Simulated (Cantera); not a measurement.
A closed system holds: 1 mol SiH₄, 22 mol CO₂, 2 mol H₂, at 15.0 Pa.

These are equilibrium values from Cantera (NASA tables, ideal gas, pure condensed phases), not measurements of a reactor. Candidate condensed phases: C, C₆H₆, C₇H₈, C₈H₁₈, H₂O, Si, SiC, SiO₂; 123 gas species. Rates play no part.

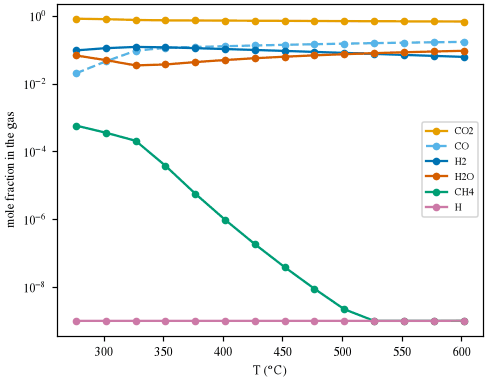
Figure: Equilibrium gas composition (values under 1e-9 drawn at 1e-9)

From 277 °C to 327 °C the condensed part is C(graphite) + SiO₂(α-quartz). From 352 °C to 552 °C the condensed part is SiO₂(α-quartz). From 577 °C to 602 °C the condensed part is SiO₂(β-quartz).
